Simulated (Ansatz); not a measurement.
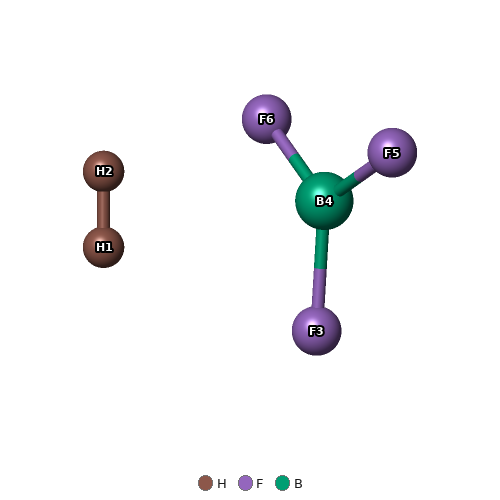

The system is the pair H₂···BF₃; the picture shows the reference structure. The turn is about an axis along (−0.95, 0.22, 0.22) in the frame of the relaxed pair, normal to the line between the partners. The first coordinate is: distance B4···H2; the second: turn of H1, H2 about B4. Grid: 15 × 15 points. Points are written as (first, second). Energies are in kcal/mol, from the two partners far apart, frozen as in the relaxed pair, each in its own basis (no counterpoise correction). The calculation used RKS PBE-D4/def2-SVPD in Ansatz 0.2.0.

Its coordinates:

```xyz
6

H     0.1898   -0.2347   -1.8062
H    -0.5613   -0.0927   -1.7403
F     1.4085   -0.0344    0.7459
B     0.0918    0.0811    0.8786
F    -0.6526   -1.0003    1.0780
F    -0.4762    1.2810    0.8438
```

Range: distance B4···H2 from 2.272 to 4.872 Å; turn of H1, H2 about B4 from −60.0 to 60.0°.

Q: What will the energy surface look like?

A: The lowest grid point is at (2.722 Å, 0.0°), −1.8 kcal/mol from the two partners far apart, frozen as in the relaxed pair, each in its own basis (no counterpoise correction). It is the only kind of minimum in the scanned range. The highest grid point, (2.272 Å, 60.0°), lies 43.4 kcal/mol above the lowest. Round the minimum the two coordinates are nearly uncoupled.

```
turn of H1, H2 about B4 ↓, distance B4···H2 →  2.272  2.337  2.443  2.573  2.722  2.887  3.066  3.257  3.460  3.673  3.895  4.127  4.367  4.616  4.872
                                         60.0   41.6   34.9   25.8   17.4   10.7    5.8    2.7    0.9    0.0   −0.5   −0.6   −0.5   −0.5   −0.4   −0.3
                                         51.4   26.4   22.0   16.0   10.5    6.2    3.1    1.2    0.1   −0.4   −0.6   −0.6   −0.5   −0.4   −0.3   −0.3
                                         42.9   15.5   12.6    8.9    5.5    2.9    1.1    0.1   −0.5   −0.7   −0.7   −0.7   −0.5   −0.4   −0.3   −0.2
                                         34.3    8.1    6.4    4.2    2.3    0.8   −0.1   −0.7   −0.9   −0.9   −0.8   −0.7   −0.5   −0.4   −0.3   −0.2
                                         25.7    3.6    2.6    1.3    0.2   −0.5   −0.9   −1.1   −1.1   −1.0   −0.8   −0.6   −0.5   −0.4   −0.3   −0.2
                                         17.1    0.9    0.3   −0.4   −0.9   −1.3   −1.4   −1.4   −1.2   −1.0   −0.8   −0.6   −0.5   −0.4   −0.3   −0.2
                                          8.6   −0.5   −0.9   −1.3   −1.5   −1.7   −1.6   −1.5   −1.3   −1.0   −0.8   −0.6   −0.5   −0.4   −0.3   −0.2
                                          0.0   −0.9   −1.2   −1.5   −1.7   −1.8   −1.7   −1.5   −1.3   −1.0   −0.8   −0.6   −0.5   −0.3   −0.3   −0.2
                                         −8.6   −0.5   −0.9   −1.3   −1.6   −1.7   −1.6   −1.5   −1.3   −1.0   −0.8   −0.6   −0.5   −0.4   −0.3   −0.2
                                        −17.1    0.7    0.1   −0.6   −1.1   −1.3   −1.4   −1.4   −1.2   −1.0   −0.8   −0.6   −0.5   −0.4   −0.3   −0.2
                                        −25.7    2.7    1.8    0.7   −0.2   −0.8   −1.1   −1.2   −1.2   −1.0   −0.8   −0.6   −0.5   −0.4   −0.3   −0.2
                                        −34.3    5.6    4.3    2.5    1.1    0.0   −0.6   −0.9   −1.0   −1.0   −0.8   −0.7   −0.5   −0.4   −0.3   −0.2
                                        −42.9    9.6    7.7    5.1    2.9    1.2    0.1   −0.6   −0.8   −0.9   −0.8   −0.7   −0.5   −0.4   −0.3   −0.2
                                        −51.4   14.8   12.1    8.4    5.2    2.7    1.0    0.0   −0.6   −0.7   −0.8   −0.7   −0.5   −0.4   −0.3   −0.2
                                        −60.0   20.8   17.2   12.3    7.9    4.5    2.1    0.6   −0.2   −0.6   −0.7   −0.7   −0.6   −0.4   −0.3   −0.2
```

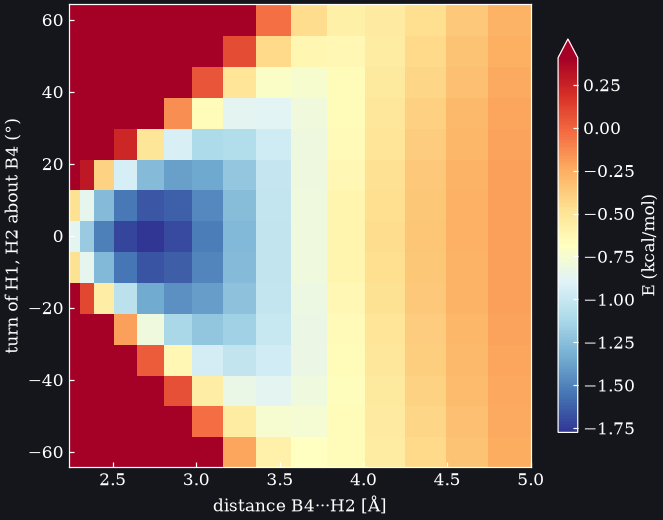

In the figure: one coloured cell a grid point, one colour for all values above the top of the scale.

Each point was launched as `ansatz run input.yaml --threads 1 --pin off --max-ram 2560MiB --backend cpu --events-out ev --progress --plain --runs-dir out`. The whole map (225 points run) took 10 min on 1 thread of Arm Neoverse V1, on a shared host.
